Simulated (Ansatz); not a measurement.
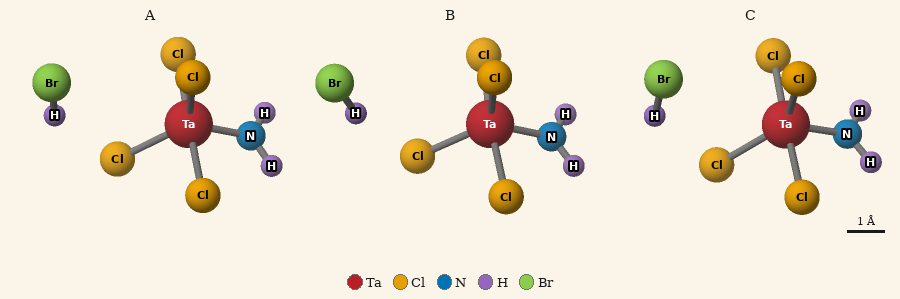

3 geometries from one relaxation of TaNH3BrCl4, in shuffled order. A ball-and-stick model, seen at a tilt.

The run prepares an end point of a later path (reaction) calculation, from a guessed geometry.

All numbers below come from RKS PBE/def2-SVP (Ansatz 0.2.0). Settings: no spin polarisation; force threshold 0.03 eV/Å; at most 50 steps.

Put them in the order of the run, from the start to the converged end.

Answer. C, A, B. They are steps 0, 3, 8, at +12.4 kJ/mol, +4.20 kJ/mol relative to the last. The atom that moves furthest after the best rigid fit is the Br atom (0.82 Å). Largest moves by element: Br 0.82 Å, Cl 0.31 Å, H 0.24 Å, N 0.15 Å, Ta 0.14 Å. Some distances before and after: Cl–Ta 2.441 → 2.345 Å, Br–H 1.508 → 1.442 Å, N–Ta 1.954 → 1.966 Å, Cl–Ta 2.318 → 2.312 Å. Bond angles that change, for instance: Cl–Ta–Cl 136.2° → 124.0°, Cl–Ta–N 109.9° → 117.0°, Cl–Ta–N 113.8° → 119.0°. The energy falls by 12.4 kJ/mol in 8 geometry steps. The largest force component goes from 0.93 to 0.022 eV/Å.

Limits of the set-up: the start holds two separate molecules, 2.6 Å apart at their closest, whose relative position is a soft coordinate and is computed without a dispersion correction.
